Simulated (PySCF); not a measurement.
**CH₆ClFPSi₂ (SMILES F[C@H](Cl)[SiH][SiH2]P) (doublet): density, localisation and related maps**

```xyz
12

F    -1.3870   -1.4371    1.1589
C    -1.8046   -0.7649    0.0451
Cl   -1.0873   -1.5971   -1.3860
Si   -1.1581    1.0676    0.0966
Si    1.0792    1.0645    0.6701
P     2.4649   -0.4275   -0.2768
H    -2.8849   -0.9162   -0.0244
H    -1.7016    1.5657   -1.1790
H     1.1984    0.8515    2.1186
H     1.6373    2.3861    0.3527
H     1.6623   -1.5265   -0.0363
H     1.9824   -0.2668   -1.5655
```

Geometry: GFN2-xTB.

Theory: UKS B3LYP, pcH-1 on C Cl F H P Si, non-relativistic, mean-field spin-orbit, GIAO (PySCF 2.14.0, density-fitted response routines).

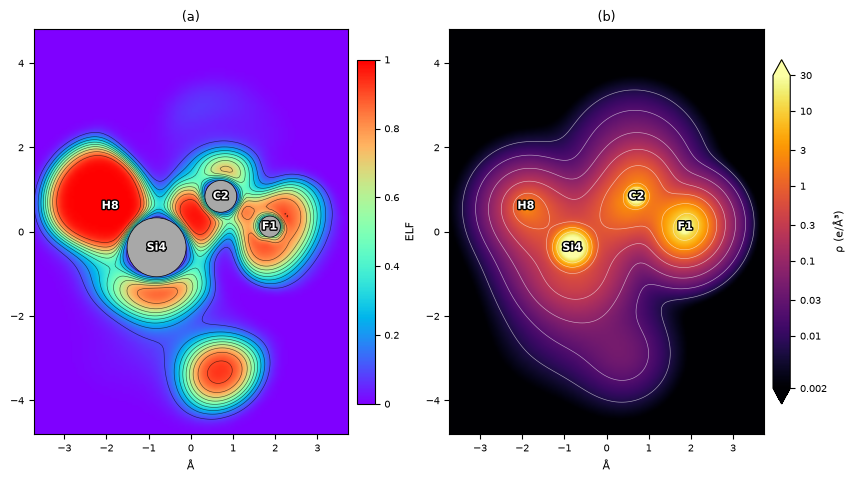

Figure 1. (a) electron localisation function; (b) total electron density on the plane of atoms C2, Si4 and H8. Grey discs cover the atomic cores in the ELF map.

Question: Interpret the plot.

Answer: Atoms in the plane: F, C, Si and H. C–F (1.37 Å): ρ is about 2.1 e/Å³ halfway, with its minimum of 1.7 e/Å³ about 0.5 Å from C; the ELF peaks at about 0.85 between the atoms, as expected for a polar covalent bond. C–Si (1.94 Å): ρ is about 0.88 e/Å³ halfway; the ELF peaks at about 1 between the atoms (localised, covalent bonding). The ELF also peaks beside F1, away from the bonds: non-bonding electrons, paired or unpaired.

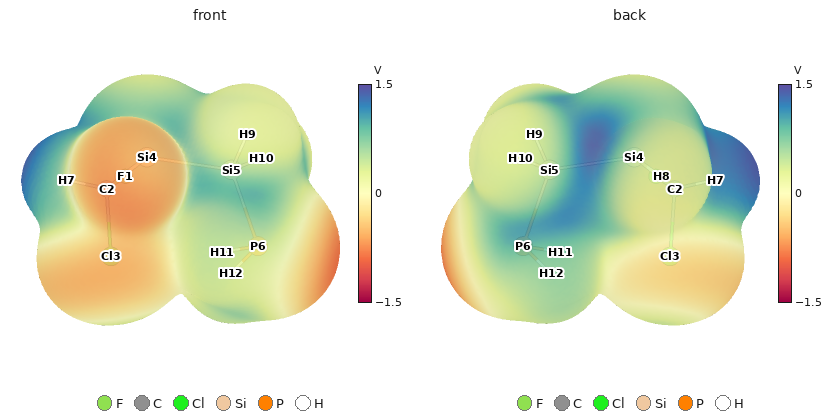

Figure 2. The molecular electrostatic potential painted on the density surface at 0.002 e/bohr³, seen from the front and from behind; red is negative and blue positive.

Question: Describe the electrostatic potential map.

Answer: The most negative region (about −0.8 V, or −18 kcal/mol for a unit charge) lies over P6, the most positive (about +1.4 V, or +32 kcal/mol for a unit charge) over Si4 and H7. Cl3 shows a σ-hole: about +0.4 V, or +9 kcal/mol for a unit charge at the tip opposite its bond, against about −0.3 V on its flanks.
